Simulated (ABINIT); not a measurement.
# GaP (F-43m): G0W0 in ABINIT against the bands in the self-energy, part 2 of 2

Wanted: the cheapest bands in the self-energy that holds the gap of GaP (F-43m).

ABINIT 10.8.3; PBE and many-body steps on it, plane waves. Known limits of the many-body steps: not at the basis limit; exchange with frozen shells missing; no spin-orbit coupling; coarse k mesh.

So far. Step 2 (Screening, 4×4×4 mesh, 268 bands, screening to 272.1 eV): Local fields lower ε∞ by 8 %. On a Γ-centred mesh this coarse the value itself is usually too large, while a short band sum pulls it down.

### Step 5. 74 bands

Level of this step: G0W0 on PBE, plane waves, norm-conserving pseudopotentials (ABINIT).

The self-energy is evaluated for the states that the input lists, and the levels follow from it, in one-shot runs by the linearised quasiparticle equation.

run.abi reads:

```
acell 3*1.0 Angstrom
rprim 
  0.000000000000 2.725250000000 2.725250000000
  2.725250000000 0.000000000000 2.725250000000
  2.725250000000 2.725250000000 0.000000000000
ntypat 2
znucl 31 15
natom 2
typat 1 2
xred 
  0.000000000000 0.000000000000 0.000000000000
  0.250000000000 0.250000000000 0.250000000000
pp_dirpath "pseudos"
pseudos "Ga.upf, P.upf"
ecut 36
ngkpt 4 4 4
nshiftk 1
shiftk 0 0 0
kptopt 1
chksymbreak 0
istwfk *1
occopt 1
irdwfk 1
optdriver 4
nband 74
gwcalctyp 0
ecutsigx 36
symsigma 1
nkptgw 2
kptgw 
  0.0000000000 0.0000000000 0.0000000000
  0.5000000000 0.5000000000 0.0000000000
bdgw 
  7 13
  8 11
ecuteps 10
irdscr 1
ppmodel 1
indata_prefix "in"
outdata_prefix "out"
tmpdata_prefix "tmp"
```

On the command line:

```bash
$ OMP_NUM_THREADS=1 mpirun -n 8 abinit run.abi > log
```

The log of the run:

```text
.Version 10.8.3 of ABINIT. v10.8.2 released Aug 2026.

 Symmetries : space group F-4 3 m (#216); Bravais cF (face-center cubic)
[... echo of the input left out ...]
== DATASET  1 ==================================================================
-   mpi_nproc: 8, omp_nthreads: 1 (-1 if OMP is not activated)

--- !DatasetInfo
iteration_state: {dtset: 1, }
dimensions: {natom: 2, nkpt: 8, mband: 74, nsppol: 1, nspinor: 1, nspden: 1, mpw: 2832, }
cutoff_energies: {ecut:  36.0, pawecutdg:  -1.0, }
[...]
Band     E0 <VxcDFT>   SigX SigC(E0)      Z dSigC/dE  Sig(E)    E-E0       E
[...]
10   6.010  -9.355  -5.501  -3.838   0.807  -0.239  -9.342   0.013   6.022
       11   6.179 -10.511  -6.390  -3.945   0.799  -0.251 -10.370   0.141   6.320

== END DATASET(S) ==============================================================
================================================================================

 -outvars: echo values of variables after computation  --------
           etotal      0.0000000000E+00
            nband          74
             nkpt           8
          spgroup         216
 [... the other variables as echoed above ...]

 Calculation completed.
```

Elapsed: 9.4 s, on 8 MPI ranks of Intel Xeon Platinum 8488C (Sapphire Rapids), shared host; peak memory 1.7 GiB; 74 s of CPU time.

This step gave:

```yaml
g0w0_gap_on_the_points_computed: 2.114 eV
starting_gap_on_the_mesh: 1.653 eV
k_of_the_valence_top: 0, 0, 0
k_of_the_conduction_bottom: 0.5, 0.5, 0
least_direct_g0w0_gap_on_the_computed_points: 2.324 eV
```

The gap on the mesh goes from 1.65 eV to 2.11 eV, a correction of +0.46 eV.

### Step 6. 161 bands

Edit run.abi of step 5 so:

```diff
@@ -24,3 +24,3 @@
 optdriver 4
-nband 74
+nband 161
 gwcalctyp 0
```

The log of the run:

```text
.Version 10.8.3 of ABINIT. v10.8.2 released Aug 2026.

 Symmetries : space group F-4 3 m (#216); Bravais cF (face-center cubic)
[... echo of the input left out ...]
== DATASET  1 ==================================================================
-   mpi_nproc: 8, omp_nthreads: 1 (-1 if OMP is not activated)

--- !DatasetInfo
iteration_state: {dtset: 1, }
dimensions: {natom: 2, nkpt: 8, mband: 161, nsppol: 1, nspinor: 1, nspden: 1, mpw: 2832, }
cutoff_energies: {ecut:  36.0, pawecutdg:  -1.0, }
[...]
Band     E0 <VxcDFT>   SigX SigC(E0)      Z dSigC/dE  Sig(E)    E-E0       E
[...]
10   6.010  -9.355  -5.501  -3.949   0.807  -0.239  -9.431  -0.076   5.933
       11   6.179 -10.511  -6.390  -4.088   0.799  -0.252 -10.484   0.026   6.206

== END DATASET(S) ==============================================================
================================================================================

 -outvars: echo values of variables after computation  --------
           etotal      0.0000000000E+00
            nband         161
             nkpt           8
          spgroup         216
 [... the other variables as echoed above ...]

 Calculation completed.
```

Run time: 17 s. Hardware: 8 MPI ranks; peak memory 2 GiB.

Numbers from this step:

```yaml
g0w0_gap_on_the_points_computed: 2.176 eV
starting_gap_on_the_mesh: 1.653 eV
k_of_the_valence_top: 0, 0, 0
k_of_the_conduction_bottom: 0.5, 0.5, 0
least_direct_g0w0_gap_on_the_computed_points: 2.325 eV
```

Against the run before, the gap moves by +0.062 eV.

### Step 7. 268 bands

Edit run.abi of step 6 so:

```diff
@@ -24,3 +24,3 @@
 optdriver 4
-nband 161
+nband 268
 gwcalctyp 0
```

The log of the run:

```text
.Version 10.8.3 of ABINIT. v10.8.2 released Aug 2026.

 Symmetries : space group F-4 3 m (#216); Bravais cF (face-center cubic)
[... echo of the input left out ...]
== DATASET  1 ==================================================================
-   mpi_nproc: 8, omp_nthreads: 1 (-1 if OMP is not activated)

--- !DatasetInfo
iteration_state: {dtset: 1, }
dimensions: {natom: 2, nkpt: 8, mband: 268, nsppol: 1, nspinor: 1, nspden: 1, mpw: 2832, }
cutoff_energies: {ecut:  36.0, pawecutdg:  -1.0, }
[...]
Band     E0 <VxcDFT>   SigX SigC(E0)      Z dSigC/dE  Sig(E)    E-E0       E
[...]
10   6.010  -9.355  -5.501  -3.983   0.807  -0.240  -9.459  -0.104   5.906
       11   6.179 -10.511  -6.390  -4.129   0.799  -0.252 -10.517  -0.007   6.173

== END DATASET(S) ==============================================================
================================================================================

 -outvars: echo values of variables after computation  --------
           etotal      0.0000000000E+00
            nband         268
             nkpt           8
          spgroup         216
 [... the other variables as echoed above ...]

 Calculation completed.
```

The job ended after 26 s (8 MPI ranks; peak memory 2.4 GiB).

Numbers from this step:

| Item | Value |
| --- | --- |
| G0W0 gap on the points computed | 2.194 eV |
| starting gap on the mesh | 1.653 eV |
| k of the valence top | 0, 0, 0 |
| k of the conduction bottom | 0.5, 0.5, 0 |
| least direct G0W0 gap on the computed points | 2.330 eV |

Against the run before, the gap moves by +0.018 eV.

### Step 8. The runs together

Times are wall times on 8 MPI ranks of Intel Xeon Platinum 8488C (Sapphire Rapids), shared host, good to a factor of about two. A run's time includes the screening step that it read.

```
      run   mesh  bands  screening cutoff (eV)  DFT gap (eV)  gap on the mesh (eV)  direct (eV)  ε∞ used  time
 17 bands  4×4×4     17                  272.1         1.653                 1.881        2.410    18.10  41 s
 32 bands  4×4×4     32                  272.1         1.653                 1.999        2.357    18.10  41 s
 74 bands  4×4×4     74                  272.1         1.653                 2.114        2.324    18.10  45 s
161 bands  4×4×4    161                  272.1         1.653                 2.176        2.325    18.10  53 s
268 bands  4×4×4    268                  272.1         1.653                 2.194        2.330    18.10  62 s
```

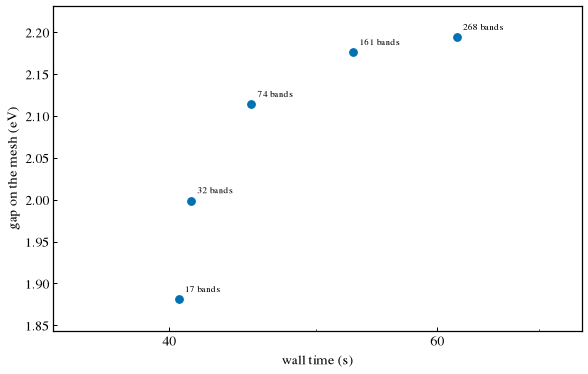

Result against wall time.

### Step 9. What came out

```yaml
17_bands: 1.881 eV
32_bands: 1.999 eV
74_bands: 2.114 eV
161_bands: 2.176 eV
268_bands: 2.194 eV
known_limits: not at the basis limit; exchange with frozen shells missing; no spin-orbit coupling; coarse k mesh
```

In words: The setting moved: bands in the self-energy. From 17 bands to 268 bands the gap moves by +0.31 eV. The last step still moves it by +0.018 eV. Bands and screening cutoff are coupled, so a series along one setting does not show full convergence. Bands and cutoff are finite, so the gap is not at the basis limit. The miss can reach some tenths of an eV and take either sign; the mesh is an error of its own. In the G0W0 runs levels were corrected at 2 k points alone, so a gap called «on the mesh» is the least over those, and an edge elsewhere would be missed. The 4×4×4 mesh is coarse for this cell, which bears on the long-range parts of exchange and screening. The norm-conserving file of at least one element keeps a d shell over frozen s and p shells of the same row. Exchange with those shells is missing from the self-energy, an error of 0.3 to 0.9 eV in cases checked, whose sign depends on which edge lies on those atoms. The many-body steps are scalar-relativistic: spin-orbit coupling is not in them.

[Paths, hosts, dates, memory and timing lines, banners, echoed tables and standing remarks are left out of the program output.]

[Logs are printed without paths, hosts, clocks, repeated set-up lines and the standing remarks that a program may print on its own settings, such as how far it seeks lower states.]

[Runs of the session that timed out or met a known fault of the program may be left out.]

[Hosts, paths, dates, database ids (printed as entryN), source tags and the programs' standing remarks are cut or masked in the printed files.]

[G0W0 gaps are taken among the corrected bands and points alone; a level outside them can change the order at an edge.]

[Where Ansatz stands beside ABINIT at settings called matched, ABINIT's density can come from a denser mesh and the files from another edition; pairs whose starting gaps differed by over 0.03 eV were left out, so agreement reads better than it is.]
